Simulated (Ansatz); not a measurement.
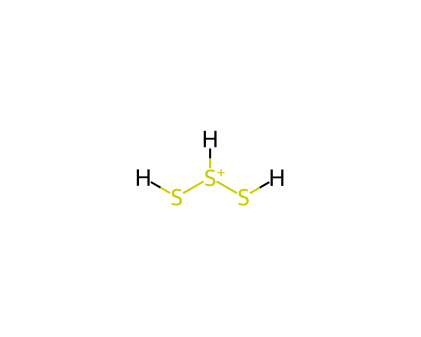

State: charge +1, singlet. Computed geometry: PBE0-D4/def2-TZVP optimisation. No frequency run is at hand to confirm it as a minimum. Properties computed with RKS PBE0-D4/def2-TZVPP (Ansatz 0.2.0).

What does the calculation give?

The species is H₃S₃⁺ (`S[SH+]S`).
- HOMO energy (Kohn–Sham orbital): −13.56 eV
- LUMO energy (Kohn–Sham orbital): −7.74 eV
- HOMO–LUMO gap: 5.81 eV
